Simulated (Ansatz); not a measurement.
# GeCN (quartet): wB97M-V, B2PLYP over vertical spin and charge gaps, def2-QZVPP

How well do these functionals follow the top wave-function level for GeCN (quartet) over vertical spin and charge gaps?

Method: def2-QZVPP, all electrons in the functionals, frozen cores in the correlation of double hybrids and RPA; program: Ansatz 0.2.0, Gaussian basis.

The runs, in order: wB97M-V, B2PLYP, at charge 0, quartet; charge 0, doublet; charge 0, sextet; charge 1, triplet; charge 1, quintet.

20 further runs of the same task are left out: 20 set aside as unsound or not needed.

## 1. What is computed

The geometry is a PBE0/def2-TZVP stationary point (not a proven minimum). No spin-orbit coupling is included. The filled d shell of Ge may be among the frozen orbitals whatever the setting's name suggests; the logs give the count.

3 atoms, charge 0, spin multiplicity 4.

Atoms are counted from 1 here; the program's logs count them from 0.

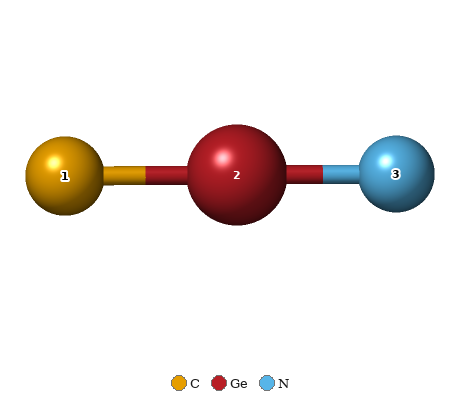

The structure; carbon amber, germanium red, nitrogen blue; atoms are numbered from 1 in the order of the file.

No dispersion term is added; wB97M-V holds VV10 nonlocal correlation.

The geometry shown and the zero of energy belong to the point charge 0, quartet. The yardstick, RCCSD(T), and other wave-function levels (R restricted, U unrestricted, valence and pair active spaces) come from earlier runs.

## 2. wB97M-V, charge 0, quartet

Input file in.yaml:

```yaml
crystal:
  periodic: [false, false, false]
  atoms:
    - {symbol: C, position_ang: [0.000000, 0.000000, 1.766200]}
    - {symbol: Ge, position_ang: [0.000000, 0.000000, -0.043800]}
    - {symbol: N, position_ang: [0.000000, 0.000000, -1.722400]}
basis:
  gaussian: {orbitals: "def2-QZVPP.json"}
magnetization: {spin_polarized: true, initial_magnetization: 3}
hamiltonian: {xc: {name: wB97M-V}}
output: {orbitals: {seedname: orbitals}}
```

Started as:

```console
ansatz run in.yaml --threads 2 --pin off --events-out ev --progress --plain --max-ram 24576MiB --backend cuda --devices 0, --max-vram 18GiB
```

Standard output (excerpt; [...] marks lines left out):

```text
Functional definition: wB97M-V
  name "wB97M-V"
  cite "Mardirossian & Head-Gordon, J. Chem. Phys. 144, 214110 (2016) doi:10.1063/1.4952647"
  cite "Becke, J. Chem. Phys. 107, 8554 (1997) doi:10.1063/1.475007"
  cite "Vydrov & Van Voorhis, J. Chem. Phys. 133, 244103 (2010) doi:10.1063/1.3521275"
  # Of w^i u^j: cxij and so on, Table III.
[...]
  gx(w, u) = 1 - cx + cx01*u + cx10*w
  gss(w, u) = css00 + css04*u^4 + css10*w + css20*w^2 + css43*w^4*u^3
  gos(w, u) = cos00 + cos10*w + (cos20 + cos21*u)*w^2 + (cos60 + cos61*u)*w^6
[...]
      + integral(e_c_pw_mod_opposite_spin*gos(b97_w_opposite, b97_u_opposite)) + vv10(b, c)
874 factors; their error is unknown
159 factors; integrals over basis functions are off by at most 5.7e-5 eV
[...]
mean field -59034.29881567 eV, -2169.4704665909 hartree, gradient 8.8e-6 eV, S^2 3.984125; 2 other end points of the search recorded, 0 dependent functions left out
reference -59034.29885567 eV, -2169.4704680609 hartree; 24, 21 occupied and 179, 182 virtual orbitals, 874 factors
Total energy: -59034.29885567 eV, -2169.4704680609 hartree
```

Wall time 13 s (1 × H100 (card shared with other runs) with 2 threads of AMD EPYC 7R13, shared host); peak host memory 0.92 GiB.

From the report: ⟨S²⟩ of the determinant 3.984 (pure quartet: 3.75).

## 3. wB97M-V, charge 0, doublet

in.yaml, as its differences from that of step 2:

```diff
@@ -8,3 +8,3 @@
   gaussian: {orbitals: "def2-QZVPP.json"}
-magnetization: {spin_polarized: true, initial_magnetization: 3}
+magnetization: {spin_polarized: true, initial_magnetization: 1}
 hamiltonian: {xc: {name: wB97M-V}}
```

Launched as before.

Standard output (excerpt; [...] marks lines left out):

```text
Functional definition: wB97M-V
  name "wB97M-V"
  cite "Mardirossian & Head-Gordon, J. Chem. Phys. 144, 214110 (2016) doi:10.1063/1.4952647"
  cite "Becke, J. Chem. Phys. 107, 8554 (1997) doi:10.1063/1.475007"
  cite "Vydrov & Van Voorhis, J. Chem. Phys. 133, 244103 (2010) doi:10.1063/1.3521275"
  # Of w^i u^j: cxij and so on, Table III.
[...]
  gx(w, u) = 1 - cx + cx01*u + cx10*w
  gss(w, u) = css00 + css04*u^4 + css10*w + css20*w^2 + css43*w^4*u^3
  gos(w, u) = cos00 + cos10*w + (cos20 + cos21*u)*w^2 + (cos60 + cos61*u)*w^6
[...]
      + integral(e_c_pw_mod_opposite_spin*gos(b97_w_opposite, b97_u_opposite)) + vv10(b, c)
874 factors; their error is unknown
159 factors; integrals over basis functions are off by at most 5.7e-5 eV
[...]
mean field -59034.67995104 eV, -2169.4844730575 hartree, gradient 3.0e-5 eV, S^2 1.495541; 7 other end points of the search recorded, 0 dependent functions left out
reference -59034.67999126 eV, -2169.4844745353 hartree; 23, 22 occupied and 180, 181 virtual orbitals, 874 factors
Total energy: -59034.67999126 eV, -2169.4844745353 hartree
```

It took 11 s on 1 × H100 (card shared with other runs) with 2 threads of AMD EPYC 7R13, shared host; peak host memory 0.93 GiB.

From the report: ⟨S²⟩ of the determinant 1.496 (pure doublet: 0.75). The determinant is far from a pure spin state, so its energy mixes those of several spin states (harmless only where they are near-degenerate, as at dissociation).

From charge 0, quartet: -8.8 kcal/mol.

## 4. wB97M-V, charge 0, sextet

in.yaml, as its differences from that of step 3:

```diff
@@ -8,3 +8,3 @@
   gaussian: {orbitals: "def2-QZVPP.json"}
-magnetization: {spin_polarized: true, initial_magnetization: 1}
+magnetization: {spin_polarized: true, initial_magnetization: 5}
 hamiltonian: {xc: {name: wB97M-V}}
```

Launched as before.

Standard output (excerpt; [...] marks lines left out):

```text
Functional definition: wB97M-V
  name "wB97M-V"
  cite "Mardirossian & Head-Gordon, J. Chem. Phys. 144, 214110 (2016) doi:10.1063/1.4952647"
  cite "Becke, J. Chem. Phys. 107, 8554 (1997) doi:10.1063/1.475007"
  cite "Vydrov & Van Voorhis, J. Chem. Phys. 133, 244103 (2010) doi:10.1063/1.3521275"
  # Of w^i u^j: cxij and so on, Table III.
[...]
  gx(w, u) = 1 - cx + cx01*u + cx10*w
  gss(w, u) = css00 + css04*u^4 + css10*w + css20*w^2 + css43*w^4*u^3
  gos(w, u) = cos00 + cos10*w + (cos20 + cos21*u)*w^2 + (cos60 + cos61*u)*w^6
[...]
      + integral(e_c_pw_mod_opposite_spin*gos(b97_w_opposite, b97_u_opposite)) + vv10(b, c)
874 factors; their error is unknown
159 factors; integrals over basis functions are off by at most 5.7e-5 eV
[...]
mean field -59030.89809484 eV, -2169.3454924057 hartree, gradient 1.4e-5 eV, S^2 8.801362; 4 other end points of the search recorded, 0 dependent functions left out
reference -59030.89812987 eV, -2169.3454936929 hartree; 25, 20 occupied and 178, 183 virtual orbitals, 874 factors
Total energy: -59030.89812987 eV, -2169.3454936929 hartree
```

Wall time 10 s (1 × H100 (card shared with other runs) with 2 threads of AMD EPYC 7R13, shared host); peak host memory 0.92 GiB.

From the report: ⟨S²⟩ of the determinant 8.801 (pure sextet: 8.75).

From charge 0, quartet: +78.4 kcal/mol.

## 5. wB97M-V, charge 1, triplet

in.yaml, as its differences from that of step 4:

```diff
@@ -8,3 +8,4 @@
   gaussian: {orbitals: "def2-QZVPP.json"}
-magnetization: {spin_polarized: true, initial_magnetization: 5}
+total_charge: 1
+magnetization: {spin_polarized: true, initial_magnetization: 2}
 hamiltonian: {xc: {name: wB97M-V}}
```

Same command.

Standard output (excerpt; [...] marks lines left out):

```text
Functional definition: wB97M-V
  name "wB97M-V"
  cite "Mardirossian & Head-Gordon, J. Chem. Phys. 144, 214110 (2016) doi:10.1063/1.4952647"
  cite "Becke, J. Chem. Phys. 107, 8554 (1997) doi:10.1063/1.475007"
  cite "Vydrov & Van Voorhis, J. Chem. Phys. 133, 244103 (2010) doi:10.1063/1.3521275"
  # Of w^i u^j: cxij and so on, Table III.
[...]
  gx(w, u) = 1 - cx + cx01*u + cx10*w
  gss(w, u) = css00 + css04*u^4 + css10*w + css20*w^2 + css43*w^4*u^3
  gos(w, u) = cos00 + cos10*w + (cos20 + cos21*u)*w^2 + (cos60 + cos61*u)*w^6
[...]
      + integral(e_c_pw_mod_opposite_spin*gos(b97_w_opposite, b97_u_opposite)) + vv10(b, c)
874 factors; their error is unknown
159 factors; integrals over basis functions are off by at most 5.7e-5 eV
[...]
mean field -59024.38415801 eV, -2169.1061096424 hartree, gradient 4.1e-5 eV, S^2 2.895989; 7 other end points of the search recorded, 0 dependent functions left out
reference -59024.38420195 eV, -2169.1061112572 hartree; 23, 21 occupied and 180, 182 virtual orbitals, 874 factors
Total energy: -59024.38420195 eV, -2169.1061112572 hartree
```

Run time: 36 s. Hardware: 1 × H100 (card shared with other runs) with 2 threads of AMD EPYC 7R13, shared host; peak host memory 0.92 GiB.

From the report: ⟨S²⟩ of the determinant 2.896 (pure triplet: 2.00). The determinant is far from a pure spin state, so its energy mixes those of several spin states (harmless only where they are near-degenerate, as at dissociation).

From charge 0, quartet: +228.6 kcal/mol.

## 6. wB97M-V, charge 1, quintet

in.yaml, as its differences from that of step 5:

```diff
@@ -9,3 +9,3 @@
 total_charge: 1
-magnetization: {spin_polarized: true, initial_magnetization: 2}
+magnetization: {spin_polarized: true, initial_magnetization: 4}
 hamiltonian: {xc: {name: wB97M-V}}
```

Launched as before.

Standard output (excerpt; [...] marks lines left out):

```text
Functional definition: wB97M-V
  name "wB97M-V"
  cite "Mardirossian & Head-Gordon, J. Chem. Phys. 144, 214110 (2016) doi:10.1063/1.4952647"
  cite "Becke, J. Chem. Phys. 107, 8554 (1997) doi:10.1063/1.475007"
  cite "Vydrov & Van Voorhis, J. Chem. Phys. 133, 244103 (2010) doi:10.1063/1.3521275"
  # Of w^i u^j: cxij and so on, Table III.
[...]
  gx(w, u) = 1 - cx + cx01*u + cx10*w
  gss(w, u) = css00 + css04*u^4 + css10*w + css20*w^2 + css43*w^4*u^3
  gos(w, u) = cos00 + cos10*w + (cos20 + cos21*u)*w^2 + (cos60 + cos61*u)*w^6
[...]
      + integral(e_c_pw_mod_opposite_spin*gos(b97_w_opposite, b97_u_opposite)) + vv10(b, c)
874 factors; their error is unknown
159 factors; integrals over basis functions are off by at most 5.7e-5 eV
[...]
mean field -59024.40397733 eV, -2169.1068379888 hartree, gradient 8.3e-6 eV, S^2 6.091839; 1 other end points of the search recorded, 0 dependent functions left out
reference -59024.40402075 eV, -2169.1068395844 hartree; 24, 20 occupied and 179, 183 virtual orbitals, 874 factors
Total energy: -59024.40402075 eV, -2169.1068395844 hartree
```

Run time: 5.5 s. Hardware: 1 × H100 (card shared with other runs) with 2 threads of AMD EPYC 7R13, shared host; peak host memory 0.92 GiB.

From the report: ⟨S²⟩ of the determinant 6.092 (pure quintet: 6.00).

From charge 0, quartet: +228.2 kcal/mol.

## 7. B2PLYP, charge 0, quartet

Input file in.yaml:

```yaml
crystal:
  periodic: [false, false, false]
  atoms:
    - {symbol: C, position_ang: [0.000000, 0.000000, 1.766200]}
    - {symbol: Ge, position_ang: [0.000000, 0.000000, -0.043800]}
    - {symbol: N, position_ang: [0.000000, 0.000000, -1.722400]}
basis:
  gaussian: {orbitals: "def2-QZVPP.json"}
magnetization: {spin_polarized: true, initial_magnetization: 3}
hamiltonian: {xc: {name: B2PLYP}}
correlation: {electrons: outside_noble_gas}
```

The command is unchanged.

Standard output (excerpt; [...] marks lines left out):

```text
Functional definition: B2PLYP
  name "B2PLYP"
  cite "Grimme, J. Chem. Phys. 124, 034108 (2006) doi:10.1063/1.2148954"
  cite "Becke, Phys. Rev. A 38, 3098 (1988) doi:10.1103/PhysRevA.38.3098"
  cite "Lee, Yang & Parr, Phys. Rev. B 37, 785 (1988) doi:10.1103/PhysRevB.37.785"
[...]
1309 factors; integrals over basis functions are off by at most 9.7e-4 eV
[...]
mean field -59021.68509791 eV, -2169.0069210132 hartree, gradient 8.3e-6 eV, S^2 4.206541; 8 other end points of the search recorded, 0 dependent functions left out
16 core orbitals not correlated: weight in the atoms' cores, before any rotation towards them, 0.987 or more for the frozen orbitals, at most 0.009 for the correlated occupied ones
reference -59021.68523033 eV, -2169.0069258795 hartree; 8, 5 occupied and 179, 182 virtual orbitals, 1309 factors
second order -14.02334772 eV of doubles, -0.00000000 eV of singles
Total energy: -59025.47153421 eV, -2169.1460699808 hartree
```

Run time: 11 s. Hardware: 1 × H100 (card shared with other runs) with 2 threads of AMD EPYC 7R13, shared host; peak host memory 1 GiB.

From the report: ⟨S²⟩ of the determinant 4.207 (pure quartet: 3.75).

## 8. B2PLYP, charge 0, doublet

in.yaml, as its differences from that of step 7:

```diff
@@ -8,3 +8,3 @@
   gaussian: {orbitals: "def2-QZVPP.json"}
-magnetization: {spin_polarized: true, initial_magnetization: 3}
+magnetization: {spin_polarized: true, initial_magnetization: 1}
 hamiltonian: {xc: {name: B2PLYP}}
```

Launched as before.

Standard output (excerpt; [...] marks lines left out):

```text
Functional definition: B2PLYP
  name "B2PLYP"
  cite "Grimme, J. Chem. Phys. 124, 034108 (2006) doi:10.1063/1.2148954"
  cite "Becke, Phys. Rev. A 38, 3098 (1988) doi:10.1103/PhysRevA.38.3098"
  cite "Lee, Yang & Parr, Phys. Rev. B 37, 785 (1988) doi:10.1103/PhysRevB.37.785"
[...]
1309 factors; integrals over basis functions are off by at most 9.7e-4 eV
[...]
mean field -59021.87648501 eV, -2169.0139543593 hartree, gradient 7.7e-6 eV, S^2 1.595782; 10 other end points of the search recorded, 0 dependent functions left out
16 core orbitals not correlated: weight in the atoms' cores, before any rotation towards them, 0.994 or more for the frozen orbitals, at most 0.007 for the correlated occupied ones
reference -59021.87661343 eV, -2169.0139590787 hartree; 7, 6 occupied and 180, 181 virtual orbitals, 1309 factors
second order -14.15520184 eV of doubles, -0.00000000 eV of singles
Total energy: -59025.69851793 eV, -2169.1544114784 hartree
```

Wall time 12 s (1 × H100 (card shared with other runs) with 2 threads of AMD EPYC 7R13, shared host); peak host memory 1 GiB.

From the report: ⟨S²⟩ of the determinant 1.596 (pure doublet: 0.75). The determinant is far from a pure spin state, so its energy mixes those of several spin states (harmless only where they are near-degenerate, as at dissociation).

From charge 0, quartet: -5.2 kcal/mol.

## 9. B2PLYP, charge 0, sextet

in.yaml, as its differences from that of step 8:

```diff
@@ -8,3 +8,3 @@
   gaussian: {orbitals: "def2-QZVPP.json"}
-magnetization: {spin_polarized: true, initial_magnetization: 1}
+magnetization: {spin_polarized: true, initial_magnetization: 5}
 hamiltonian: {xc: {name: B2PLYP}}
```

Launched as before.

Standard output (excerpt; [...] marks lines left out):

```text
Functional definition: B2PLYP
  name "B2PLYP"
  cite "Grimme, J. Chem. Phys. 124, 034108 (2006) doi:10.1063/1.2148954"
  cite "Becke, Phys. Rev. A 38, 3098 (1988) doi:10.1103/PhysRevA.38.3098"
  cite "Lee, Yang & Parr, Phys. Rev. B 37, 785 (1988) doi:10.1103/PhysRevB.37.785"
[...]
1309 factors; integrals over basis functions are off by at most 9.7e-4 eV
[...]
mean field -59018.51023039 eV, -2168.8902467837 hartree, gradient 1.1e-7 eV, S^2 8.849444; 8 other end points of the search recorded, 0 dependent functions left out
16 core orbitals not correlated: weight in the atoms' cores, before any rotation towards them, 0.988 or more for the frozen orbitals, at most 0.009 for the correlated occupied ones
reference -59018.51035672 eV, -2168.8902514263 hartree; 9, 4 occupied and 178, 183 virtual orbitals, 1309 factors
second order -12.36533836 eV of doubles, -0.00000000 eV of singles
Total energy: -59021.84899808 eV, -2169.0129442331 hartree
```

Wall time 11 s (1 × H100 (card shared with other runs) with 2 threads of AMD EPYC 7R13, shared host); peak host memory 1 GiB.

From the report: ⟨S²⟩ of the determinant 8.849 (pure sextet: 8.75).

From charge 0, quartet: +83.5 kcal/mol.

## 10. B2PLYP, charge 1, triplet

in.yaml, as its differences from that of step 9:

```diff
@@ -8,3 +8,4 @@
   gaussian: {orbitals: "def2-QZVPP.json"}
-magnetization: {spin_polarized: true, initial_magnetization: 5}
+total_charge: 1
+magnetization: {spin_polarized: true, initial_magnetization: 2}
 hamiltonian: {xc: {name: B2PLYP}}
```

Same command.

Standard output (excerpt; [...] marks lines left out):

```text
Functional definition: B2PLYP
  name "B2PLYP"
  cite "Grimme, J. Chem. Phys. 124, 034108 (2006) doi:10.1063/1.2148954"
  cite "Becke, Phys. Rev. A 38, 3098 (1988) doi:10.1103/PhysRevA.38.3098"
  cite "Lee, Yang & Parr, Phys. Rev. B 37, 785 (1988) doi:10.1103/PhysRevB.37.785"
[...]
1309 factors; integrals over basis functions are off by at most 9.7e-4 eV
[...]
mean field -59012.17476388 eV, -2168.6574226837 hartree, gradient 3.1e-6 eV, S^2 2.971629; 8 other end points of the search recorded, 0 dependent functions left out
16 core orbitals not correlated: weight in the atoms' cores, before any rotation towards them, 0.994 or more for the frozen orbitals, at most 0.006 for the correlated occupied ones
reference -59012.17489885 eV, -2168.6574276440 hartree; 7, 5 occupied and 180, 182 virtual orbitals, 1309 factors
second order -12.23245671 eV of doubles, -0.00000000 eV of singles
Total energy: -59015.47766217 eV, -2168.7788019571 hartree
```

It took 22 s on 1 × H100 (card shared with other runs) with 2 threads of AMD EPYC 7R13, shared host; peak host memory 1 GiB.

From the report: ⟨S²⟩ of the determinant 2.972 (pure triplet: 2.00). The determinant is far from a pure spin state, so its energy mixes those of several spin states (harmless only where they are near-degenerate, as at dissociation).

From charge 0, quartet: +230.5 kcal/mol.

## 11. B2PLYP, charge 1, quintet

in.yaml, as its differences from that of step 10:

```diff
@@ -9,3 +9,3 @@
 total_charge: 1
-magnetization: {spin_polarized: true, initial_magnetization: 2}
+magnetization: {spin_polarized: true, initial_magnetization: 4}
 hamiltonian: {xc: {name: B2PLYP}}
```

Same command.

Standard output (excerpt; [...] marks lines left out):

```text
Functional definition: B2PLYP
  name "B2PLYP"
  cite "Grimme, J. Chem. Phys. 124, 034108 (2006) doi:10.1063/1.2148954"
  cite "Becke, Phys. Rev. A 38, 3098 (1988) doi:10.1103/PhysRevA.38.3098"
  cite "Lee, Yang & Parr, Phys. Rev. B 37, 785 (1988) doi:10.1103/PhysRevB.37.785"
[...]
1309 factors; integrals over basis functions are off by at most 9.7e-4 eV
[...]
mean field -59012.28359939 eV, -2168.6614223151 hartree, gradient 9.0e-6 eV, S^2 6.175715; 6 other end points of the search recorded, 0 dependent functions left out
16 core orbitals not correlated: weight in the atoms' cores, before any rotation towards them, 0.991 or more for the frozen orbitals, at most 0.008 for the correlated occupied ones
reference -59012.28373399 eV, -2168.6614272616 hartree; 8, 4 occupied and 179, 183 virtual orbitals, 1309 factors
second order -11.49018073 eV of doubles, -0.00000000 eV of singles
Total energy: -59015.38608279 eV, -2168.7754364770 hartree
```

It took 7 s on 1 × H100 (card shared with other runs) with 2 threads of AMD EPYC 7R13, shared host; peak host memory 1 GiB.

From the report: ⟨S²⟩ of the determinant 6.176 (pure quintet: 6.00).

From charge 0, quartet: +232.6 kcal/mol.

## 12. The comparison

No level is safe as a reference over these points; RCCSD(T) serves as a yardstick only. It comes from earlier runs at the same points. Energies in kcal/mol, counted from charge 0, quartet; blanks weren't run or aren't comparable.

| level | quartet to doublet | quartet to sextet | ionisation to the triplet cation | ionisation to the quintet cation |
| --- | --- | --- | --- | --- |
| RCCSD(T) | -4.5 | 85.5 | 237.4 | 234.9 |
| wB97M-V | -8.8 | 78.4 | 228.6 | 228.2 |
| B2PLYP | -5.2 | 83.5 | 230.5 | 232.6 |

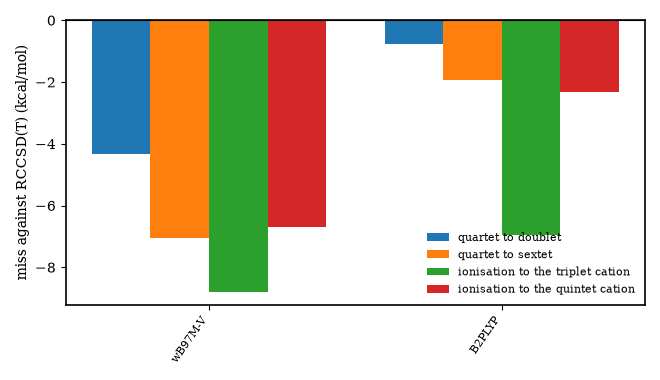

Misses of the gaps against RCCSD(T).

Largest miss and mean time a point (RCCSD(T) took 67 s a point; shared hosts):

| level | largest miss (kcal/mol) | where | time a point |
| --- | --- | --- | --- |
| wB97M-V | -8.8 | ionisation to the triplet cation | 15 s |
| B2PLYP | -7.0 | ionisation to the triplet cation | 12 s |

## 13. Summary of results

| quantity | value |
| --- | --- |
| quartet to doublet, RCCSD(T) | -4.5 kcal/mol |
| quartet to sextet, RCCSD(T) | 85.5 kcal/mol |
| ionisation to the triplet cation, RCCSD(T) | 237.4 kcal/mol |
| ionisation to the quintet cation, RCCSD(T) | 234.9 kcal/mol |
| largest miss, wB97M-V | -8.8 kcal/mol (ionisation to the triplet cation) |
| largest miss, B2PLYP | -7.0 kcal/mol (ionisation to the triplet cation) |

Of the functionals, B2PLYP keep the smallest largest miss at the points compared (at most 7.0 kcal/mol) and wB97M-V strays most (8.8 kcal/mol, at ionisation to the triplet cation). wB97M-V, B2PLYP clearly break the spin symmetry at some points (⟨S²⟩ up to 0.97 above the pure value), so energy there is bought with a mixed spin. Functionals and the yardstick converge differently with the basis, so part of each miss in def2-QZVPP is the basis. The yardstick itself may be off where one determinant is a poor start.
